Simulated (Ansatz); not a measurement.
## Electronic structure of GeH4···CH4 in real space

Input

```
crystal:
  periodic: [false, false, false]
  atoms:
    - { symbol: Ge, position_ang: [-0.051004, -0.434789, -0.476753] }
    - { symbol: C, position_ang: [0.298652, -0.146879, 2.671199] }
    - { symbol: H, position_ang: [-0.788859, -0.091893, 2.703997] }
    - { symbol: H, position_ang: [0.686898, -0.181721, 3.689973] }
    - { symbol: H, position_ang: [0.694657, 0.737928, 2.174242] }
    - { symbol: H, position_ang: [1.238302, 0.3937, -0.512149] }
    - { symbol: H, position_ang: [-1.200261, 0.41195, 0.075279] }
    - { symbol: H, position_ang: [-0.403427, -0.866221, -1.909644] }
    - { symbol: H, position_ang: [0.169867, -1.676404, 0.407848] }
    - { symbol: H, position_ang: [0.594676, -1.049969, 2.124307] }
basis:
  gaussian: { orbitals: def2-SVP }
hamiltonian:
  xc: hf
relax:
  f_tol: 0.03
  max_steps: 50
output:
  orbitals: {}
```

Run with:

```sh
ansatz run input.yaml --threads 1 --pin off --max-ram 2048MiB --backend cpu --events-out ev --progress --plain --runs-dir out
```

The fields are those of the run's last geometry, not of the input's.

These are results of RHF/def2-SVP (Ansatz), not measurements.

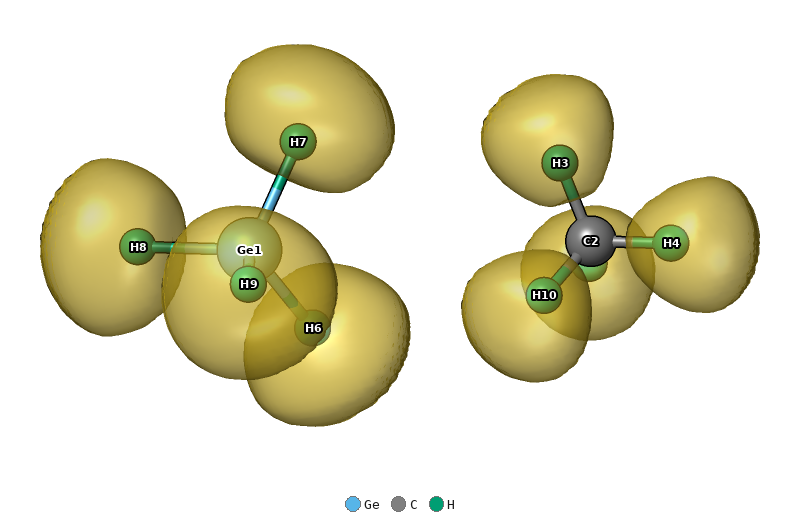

Figure 1. Isosurface of the electron localisation function at 0.9 (yellow), seen at a tilt. Only the valence region is drawn (cores and ρ < 0.01 e/Å³ removed).

What do the ELF domains correspond to?

At this value the surface marks out eight regions around hydrogen nuclei. Profiles from the grid: C–H (1.09 Å): the ELF climbs to about 1 towards the hydrogen, as it does in any bond to H; an ordinary covalent bond to hydrogen. Ge–H (1.53 Å): the ELF climbs to about 1 towards the hydrogen.

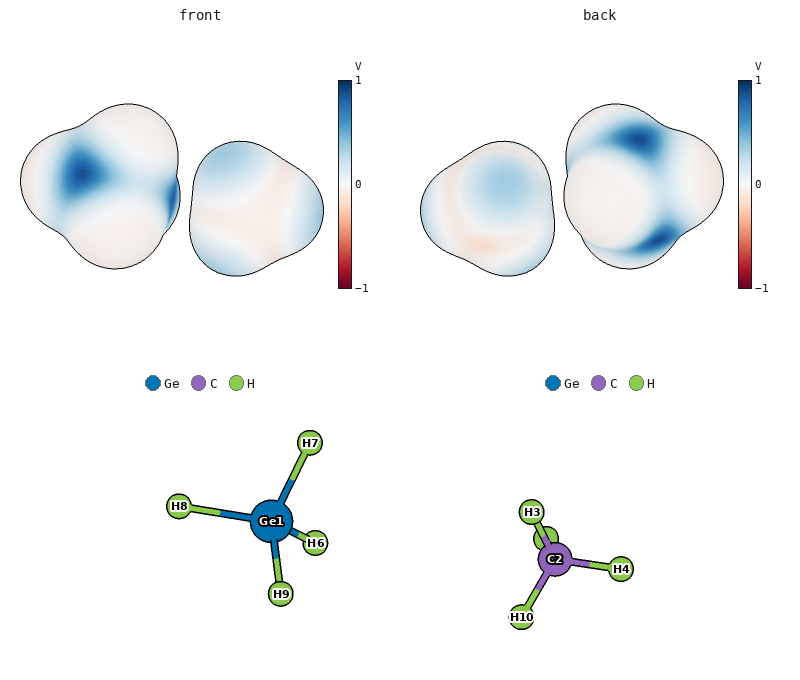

Figure 2. The electrostatic potential painted on the density surface at 0.001 e/bohr³, seen from the front and from behind; the colour scale runs from red (negative) to blue (positive). The bare structure is drawn below in the same view.

Which sites attract a positive test charge, and which a negative one?

A positive charge is drawn to the negative regions and a negative charge to the positive ones. The most negative region (about −0.1 V) lies over C2, the most positive (about +0.8 V) over Ge1.

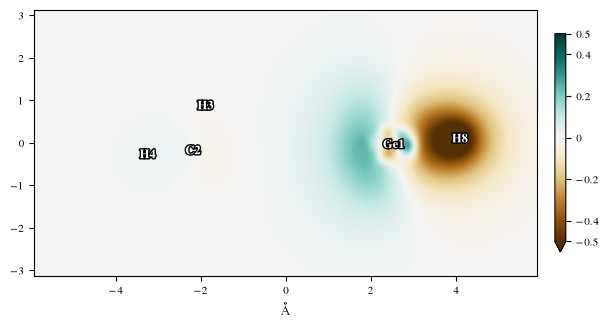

Figure 3. The HOMO on the plane of atoms H3, C2 and H4 (values in Å⁻³ᐟ²; the overall sign is arbitrary).

Describe this orbital and give its energy.

It lies mainly on Ge1 (about 45 %), H8 (about 40 %) and H9 (about 10 %). Its energy is −12.85 eV.
